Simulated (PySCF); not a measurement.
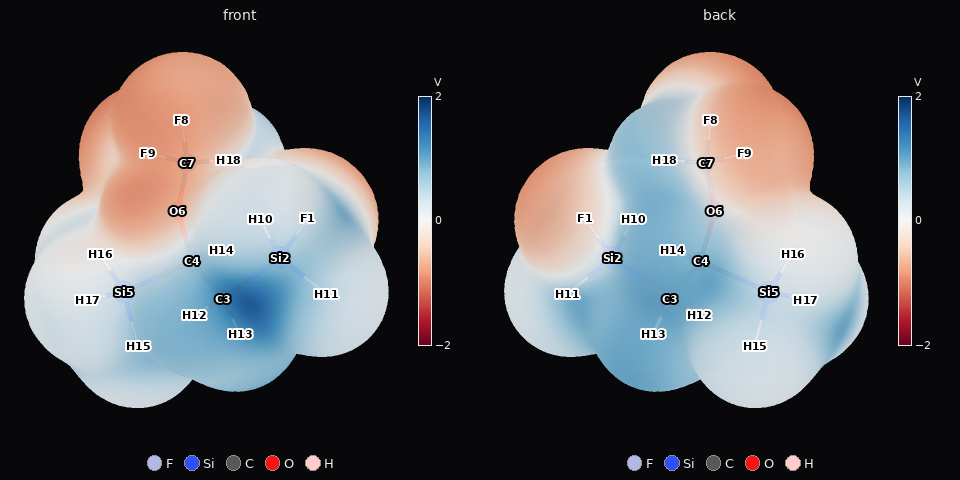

Figure 1: C3H9F3OSi2. The molecular electrostatic potential painted on the density surface at 0.001 e/bohr³, seen from the front and from behind; red is negative and blue positive.

Geometry: GFN2-xTB.

Theory: PBE0/pcSseg-1, SCF density, gas phase, non-relativistic (PySCF 2.14.0).

| atom | x (Å) | y (Å) | z (Å) |
| --- | --- | --- | --- |
| F | 1.2396 | 2.3645 | -0.1092 |
| Si | 1.9662 | 1.1874 | 0.7299 |
| C | 1.3957 | -0.4411 | -0.0766 |
| C | -0.0833 | -0.3570 | -0.4365 |
| Si | -0.8836 | -2.0392 | -0.8959 |
| O | -0.7763 | 0.1377 | 0.7413 |
| C | -1.6835 | 1.0902 | 0.5209 |
| F | -2.0530 | 1.6142 | 1.6994 |
| F | -2.8334 | 0.5879 | -0.0291 |
| H | 1.5183 | 1.3665 | 2.0973 |
| H | 3.3852 | 1.4230 | 0.5085 |
| H | 1.5520 | -1.2708 | 0.6120 |
| H | 1.9588 | -0.6679 | -0.9820 |
| H | -0.2094 | 0.3846 | -1.2344 |
| H | -0.1006 | -2.5863 | -2.0069 |
| H | -2.2678 | -1.8162 | -1.2970 |
| H | -0.7801 | -2.8813 | 0.2925 |
| H | -1.3535 | 1.9102 | -0.1457 |

### Which sites attract a positive test charge, and which a negative one?

A positive charge is drawn to the negative regions and a negative charge to the positive ones. The most negative region (about −0.9 V, or −21 kcal/mol for a unit charge) lies over O6, F8 and F9, the most positive (about +1.5 V, or +35 kcal/mol for a unit charge) over Si2.
